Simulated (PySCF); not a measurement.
# [PtF3]+: structure of the quintet

The task is one start of a wider search on [PtF3]+: the quintet, from a T-shaped start. It is relaxed, tested by its Hessian and followed downhill if it is a saddle.

Program: PySCF 2.14.0. Level of theory: PBE, basis Pt def2-SVP with ECP60, F def2-SVP, scalar-relativistic core potentials, no spin–orbit coupling, density fitting. These are calculated values, not measurements.

### Step 1. Where the work starts

4 atoms, charge 1, spin multiplicity 5.

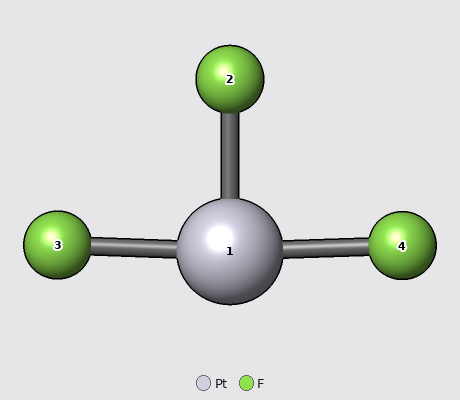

The starting geometry (platinum light grey, fluorine green); atoms are numbered from 1 in the order of the file.

Coordinates in bohr (charge 1 multiplicity 5):
```
Pt    0.0000    0.0000    0.0000
F     0.0000    0.0000    3.4631
F     3.4610    0.0000    0.1209
F    -3.4610    0.0000    0.1209
```

### Step 2. Finding the electronic state

One driver script runs all steps and calls PySCF; scf.py shows how it sets up the SCF of each step. The optimiser is the driver's own. After this first run the driver tries any further starts and a stability analysis.

scf.py reads:

```python
from pyscf import gto, scf, dft
mol = gto.M(atom='''
Pt     0.000000     0.000000     0.000000
F      0.000000     0.000000     1.832600
F      1.831500     0.000000     0.064000
F     -1.831500     0.000000     0.064000''',
    basis={'Pt': 'def2-SVP', 'F': 'def2-SVP'},
    ecp={'Pt': 'def2-SVP'},
    charge=1, spin=4)
mf = dft.UKS(mol, xc='PBE')
mf.grids.atom_grid = (50, 194)
aux = {'Pt': 'def2-universal-JKFIT', 'F': 'def2-universal-JKFIT'}
mf = mf.density_fit(auxbasis=aux)
mf.conv_tol = 1e-08
mf.diis_space = 10
mf.max_cycle = 60
mf.init_guess = 'minao'
mf.verbose = 4
mf.kernel()
```

Run with:

```bash
$ OMP_NUM_THREADS=2 python axn.py task.json out
```

Standard output:

```text
init E= -407.090994049202
[... the frontier-level lines of each cycle are left out ...]
cycle= 1 E= -417.704240372977  delta_E= -10.6  |g|= 0.58  |ddm|= 5.61
cycle= 2 E= -416.579929498757  delta_E= 1.12  |g|= 1.61  |ddm|= 2.03
cycle= 3 E= -417.849119207954  delta_E= -1.27  |g|= 0.276  |ddm|= 1.44
cycle= 4 E= -417.839713842001  delta_E= 0.00941  |g|=  0.3  |ddm|= 0.47
cycle= 5 E= -417.868858853986  delta_E= -0.0291  |g|= 0.14  |ddm|= 0.355
cycle= 6 E= -417.876889851255  delta_E= -0.00803  |g|= 0.0113  |ddm|= 0.127
cycle= 7 E= -417.876935645101  delta_E= -4.58e-05  |g|= 0.00489  |ddm|= 0.0134
cycle= 8 E= -417.876944973961  delta_E= -9.33e-06  |g|= 0.00133  |ddm|= 0.00333
cycle= 9 E= -417.87694576029  delta_E= -7.86e-07  |g|= 9.4e-05  |ddm|= 0.0012
cycle= 10 E= -417.876945764248  delta_E= -3.96e-09  |g|= 1.78e-05  |ddm|= 8.01e-05
Extra cycle  E= -417.87694576111  delta_E= 3.14e-09  |g|= 8.77e-05  |ddm|= 7.74e-05
converged SCF energy = -417.87694576111  <S^2> = 6.0043255  2S+1 = 5.0017299
```

This step, with its further starts and checks, needed 16 s of wall time on 2 threads of Intel Xeon Platinum 8488C (Sapphire Rapids), shared host.

The starts that the driver tried:

| start | energy (Eh) |
| --- | --- |
| the minimal-basis guess | -417.876946 |
| a thermally smeared density | -417.876946 |
| a smeared PBE density | -417.876946 |

No lower solution of this spin turned up from the other starts or in the test of internal stability.

### Step 3. Relaxation: T-shaped start, quintet

The program finds C2v symmetry in the start, which this walk keeps. The walk stops when the largest gradient is under 0.0003 Eh/bohr and the energy has settled too.

scf.py: that of step 2 with these lines changed.

```diff
@@ -3,4 +3,4 @@
-Pt     0.000000     0.000000     0.000000
-F      0.000000     0.000000     1.832600
-F      1.831500     0.000000     0.064000
-F     -1.831500     0.000000     0.064000''',
+Pt     0.000000     0.000000    -0.147834
+F      0.000000     0.000000     1.684766
+F      1.831500     0.000000    -0.083834
+F     -1.831500     0.000000    -0.083834''',
@@ -17 +16,0 @@
-mf.init_guess = 'minao'
```

Energy and gradient, step by step:

| step | energy (Eh) | change (kJ/mol) | largest symmetric gradient (Eh/bohr) |
| --- | --- | --- | --- |
| 0 | -417.876946 | 0.00 | 0.08198 |
| 1 | -417.892327 | -40.38 | 0.01042 |
| 2 | -417.894600 | -46.35 | 0.01054 |
| 3 | -417.896472 | -51.27 | 0.00982 |
| 4 | -417.897163 | -53.08 | 0.00527 |
| 5 | -417.897343 | -53.55 | 0.00158 |
| 6 | -417.897349 | -53.57 | 0.00048 |
| 7 | -417.897350 | -53.57 | 0.00002 |

The walk took 23 s.

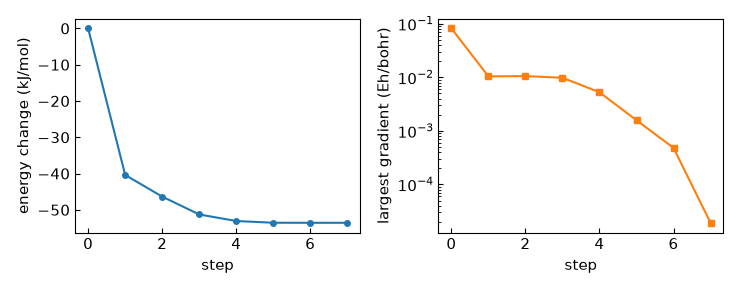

How energy and gradient fall.

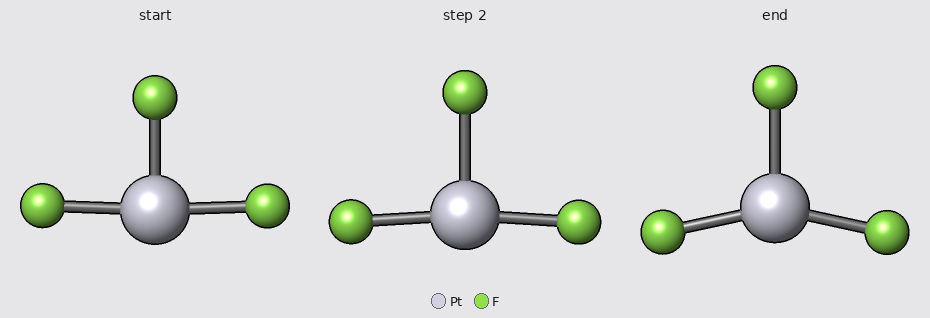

The geometry along the walk, at one scale.

End point (C2v, 7 steps, 53.6 kJ/mol gained): Pt–F 1.868 Å (×2), Pt–F 1.970 Å; F–Pt–F 102.2° (×2), F–Pt–F 155.5°.

### Step 4. Hessian and properties

The point is checked on the finer grid, and tightened if its gradient asks for it. The Hessian and the dipole derivatives come from central differences of analytic gradients, with steps of 0.02 bohr.

scf.py: that of step 3 with these lines changed.

```diff
@@ -3,4 +3,4 @@
-Pt     0.000000     0.000000    -0.147834
-F      0.000000     0.000000     1.684766
-F      1.831500     0.000000    -0.083834
-F     -1.831500     0.000000    -0.083834''',
+Pt     0.000000     0.000000    -0.069324
+F      0.000000     0.000000     1.898678
+F      1.818757     0.000000    -0.503342
+F     -1.818757     0.000000    -0.503342''',
@@ -11 +11 @@
-mf.grids.atom_grid = (50, 194)
+mf.grids.atom_grid = (75, 302)
@@ -14 +14 @@
-mf.conv_tol = 1e-08
+mf.conv_tol = 1e-10
```

This SCF starts from the last density.

Log of the central SCF (cycles and frontier levels):

```text
init E= -417.89717255186
[... the frontier-level lines of each cycle are left out ...]
cycle= 1 E= -417.897172551229  delta_E= 6.3e-10  |g|= 3.8e-05  |ddm|= 3.38e-05
cycle= 2 E= -417.897172516596  delta_E= 3.46e-08  |g|= 0.000282  |ddm|= 0.00025
cycle= 3 E= -417.897172551715  delta_E= -3.51e-08  |g|= 1.9e-05  |ddm|= 0.000224
cycle= 4 E= -417.89717255187  delta_E= -1.54e-10  |g|= 7.18e-07  |ddm|= 1.59e-05
cycle= 5 E= -417.897172551871  delta_E= -7.96e-13  |g|= 5.06e-08  |ddm|= 7.25e-07
Extra cycle  E= -417.897172551872  delta_E= -1.14e-12  |g|= 3.36e-07  |ddm|= 2.92e-07
converged SCF energy = -417.897172551872  <S^2> = 6.0048902  2S+1 = 5.0019557
```

The whole step took 71 s.

Geometry: C2v; Pt–F 1.870 Å (×2), Pt–F 1.968 Å; F–Pt–F 103.4° (×2), F–Pt–F 153.2°.

Harmonic modes (main isotopes):

```
symmetry  ω (cm⁻¹)  IR (km/mol)  μ (u)     type
      a1       111          0.8  21.92     bend
      b2       113          0.5  20.30     bend
      b1       123          3.6  23.42     bend
      a1       497          0.2  20.45  stretch
      a1       611          0.0  19.00  stretch
      b2       670         16.0  21.95  stretch
```

Every mode is real; the point is a minimum.

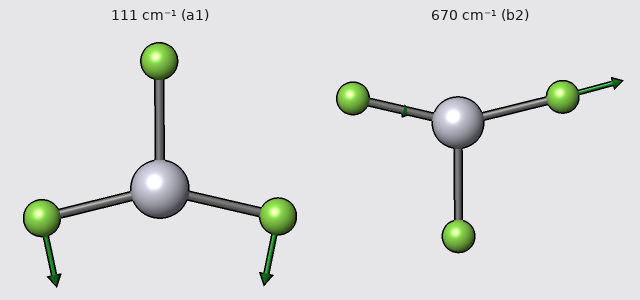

How the atoms move in 2 of the modes.

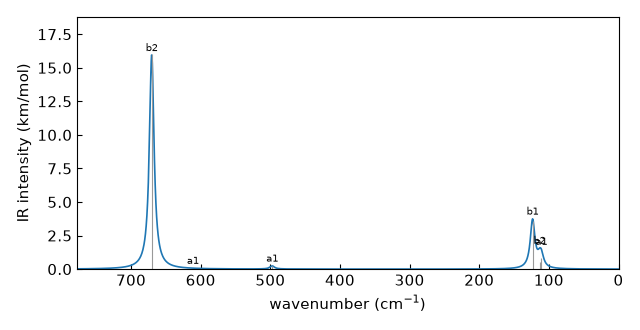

The harmonic infrared spectrum (widths in cm⁻¹). Lines are broadened to a width of 8 cm⁻¹ (Lorentzian).

Constants and moments:

- Dipole moment about the centre of mass: 0.37 D
- Highest occupied level: -14.87 eV
- Lowest empty level: -15.49 eV
- Rotational constants: 0.2134, 0.1341, 0.08236 cm⁻¹
- Zero-point energy: 12.7 kJ/mol
- Principal polarisabilities: 17.3, 36.9, 46.5 bohr³
- Principal traceless quadrupole moments about the centre of mass: -0.73, -0.13, 0.87 D Å
- Entropy at 298.15 K and 1 bar (electronic part: spin only): 340.2 J/(mol K)
- Heat capacity Cp at 298.15 K: 70.7 J/(mol K)
- Enthalpy at 298.15 K above 0 K: 16.79 kJ/mol
- Rotational symmetry number: 2
- Spin squared ⟨S²⟩: 6.005

Populations by atom (charges in e):

```csv
atom,Mulliken,Löwdin,polar tensor,spin (Mulliken),Mayer order to Pt1
Pt1,1.19,0.74,1.24,2.17,–
F2,-0.03,0.10,0.00,0.76,1.15
"F3,4",-0.08,0.08,-0.12,0.53,1.15
```

Outer orbital energies (eV). α occupied: -18.65, -18.49, -17.99, -17.39, -17.04, -16.51, -15.91, -14.87; empty: -9.57, -6.02, -4.96, -4.06. β occupied: -19.50, -19.03, -18.08, -18.07, -17.56, -17.41, -17.06, -16.17; empty: -15.49, -14.95, -14.46, -13.24.

Mulliken populations on Pt1 (outside its core potential): s 2.68, p 6.27, d 7.82, f 0.05.

### Step 5. Summary of results

```
                                          quantity                                                               value
                                           minimum                                                        quintet, C2v
                                          geometry  Pt–F 1.870 Å (×2), Pt–F 1.968 Å; F–Pt–F 103.4° (×2), F–Pt–F 153.2°
                                wavenumbers (cm⁻¹)          111 (a1), 113 (b2), 123 (b1), 497 (a1), 611 (a1), 670 (b2)
                    dipole moment (centre of mass)                                                              0.37 D
highest occupied, lowest empty level (either spin)                                                   -14.87, -15.49 eV
                        polar-tensor charge of Pt1                                                             +1.24 e
                                 zero-point energy                                                         12.7 kJ/mol
                               entropy at 298.15 K                                                     340.2 J/(mol K)
                                              ⟨S²⟩                                                               6.005
```

In words: The molecule stays C2v, as typed, and the end point is a minimum. An empty level of one spin lies below a filled level of the other, which hints that a lower spin is more stable. The strongest infrared band lies at 670 cm⁻¹ (b2, stretch). Most of the spin sits on Pt1 (Mulliken spin 2.17, against 4 for the whole molecule). Other starts or spin states, not run here, may lie lower. One determinant may miss the lowest occupation of an open d or f shell. Spin–orbit coupling, left out here, can matter for elements this heavy.

The search up to here took 1.8 min.
